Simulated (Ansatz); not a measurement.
ClH$_{5}$Si$_{2}$···NH$_{3}$

```yaml
atoms:
  - { symbol: Si, position_ang: [-1.1433, -0.7257, 0.5478] }
  - { symbol: Cl, position_ang: [-0.6285, -2.3010, -0.8293] }
  - { symbol: H, position_ang: [-1.9414, -1.4436, 1.6052] }
  - { symbol: H, position_ang: [-2.0460, 0.2482, -0.1305] }
  - { symbol: Si, position_ang: [0.7672, 0.2033, 1.5360] }
  - { symbol: H, position_ang: [0.4932, -0.2774, -2.0829] }
  - { symbol: N, position_ang: [0.2846, 0.6847, -1.8404] }
  - { symbol: H, position_ang: [1.1428, -0.5696, 2.7674] }
  - { symbol: H, position_ang: [1.9622, 0.2006, 0.6375] }
  - { symbol: H, position_ang: [0.4509, 1.6157, 1.9541] }
  - { symbol: H, position_ang: [-0.4440, 1.0956, -2.4025] }
  - { symbol: H, position_ang: [1.1023, 1.2693, -1.7625] }
```

Not at a stationary point (largest force 0.8 eV/Å).

Method: RKS PBE0-D4/6-31G (Ansatz 0.2.0).

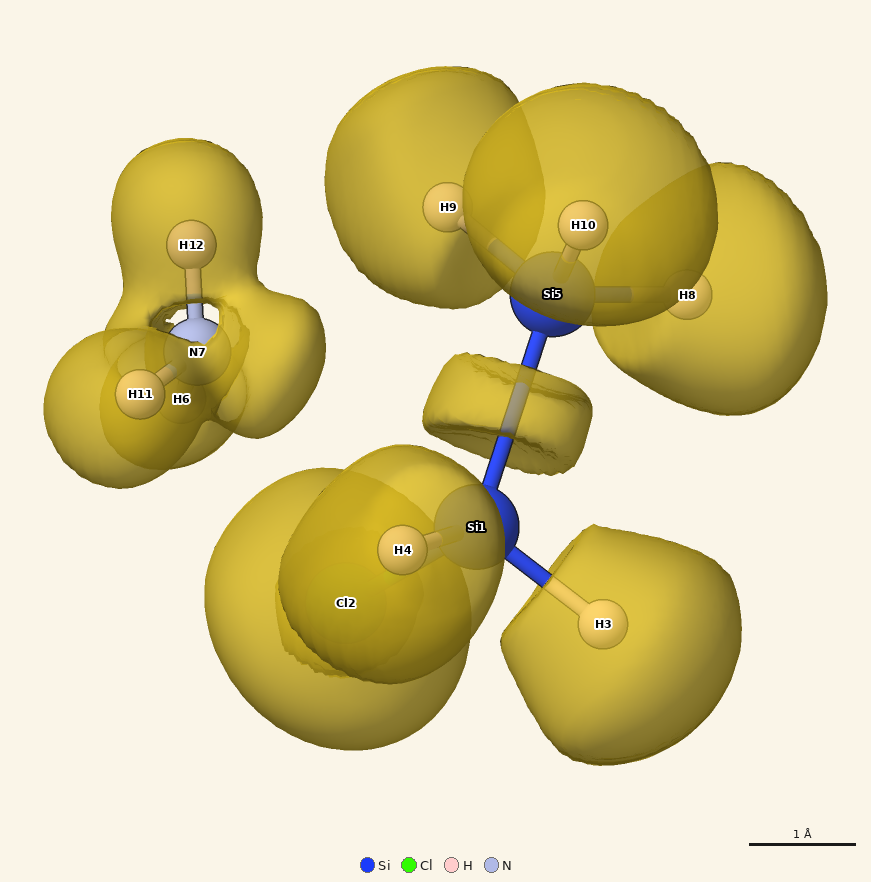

Figure 1. Isosurface of the ELF at 0.75 (yellow), seen across its widest extent. Only the valence region is drawn (cores and ρ < 0.01 e/Å³ removed).

Q: What do the ELF domains correspond to?

A: The ELF exceeds this value in one region between bonded Si–Si atoms (shared pairs), five regions around hydrogen nuclei, one region on Cl in which the atom's valence shell and bonds are merged and one joined region spread over several atoms (H, N), in which their bonds and any lone pairs are merged. Along the contacts the grid gives the following. Si1···N7 (3.12 Å): the ELF dips to about 0.05 between them. Si–Cl (2.15 Å): the ELF peaks at about 0.85 between the atoms (a shared but strongly polarised pair).

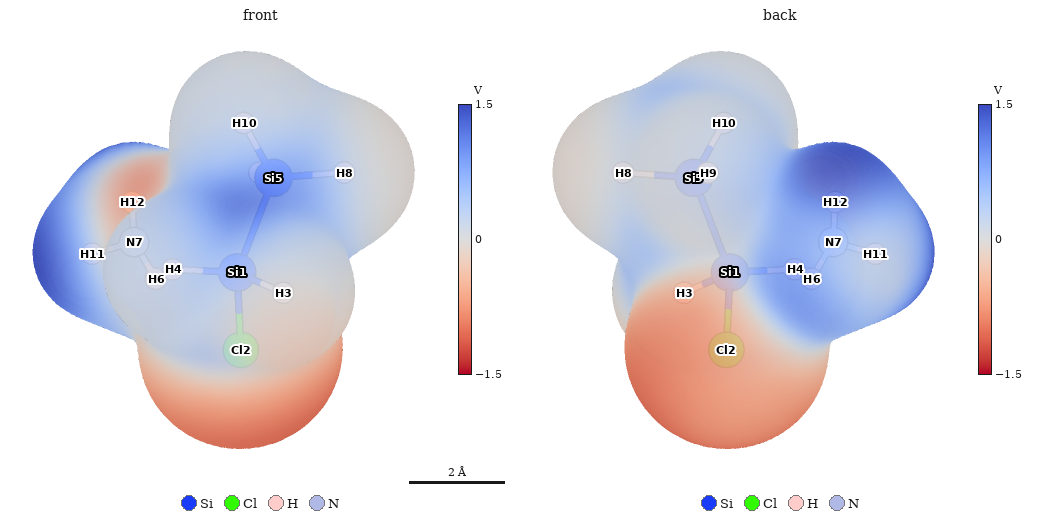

Figure 2. The electrostatic potential painted on the density surface at 0.001 e/bohr³, seen from the front and from behind; red is negative and blue positive.

Q: Where is the surface potential most negative and most positive?

A: The most negative region (about −1.0 V) lies over Cl2, the most positive (about +1.4 V) over H11 and H12.

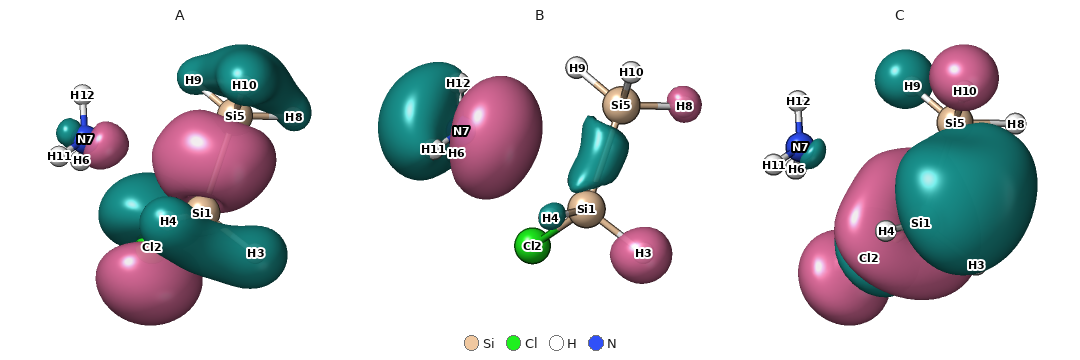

Figure 3. Three frontier orbitals at ±0.08 Å⁻³ᐟ² (teal and pink are the two phases), in no order.

Q: Order the three orbitals by energy and name them.

A: A is the HOMO−1 (−8.10 eV). By Hirshfeld shares it lies mainly on Cl2 (about 45 %), Si5 (about 20 %) and Si1 (about 15 %). B is the HOMO (−7.08 eV). Its weight (Hirshfeld) is mainly on N7 (about 75 %); largely a lone pair of N7. C is the LUMO (−0.57 eV). By Hirshfeld shares it lies mainly on Si1 (about 45 %), Cl2 (about 25 %) and Si5 (about 15 %).

Q: What is the HOMO–LUMO gap?

A: 6.51 eV between the orbital energies.
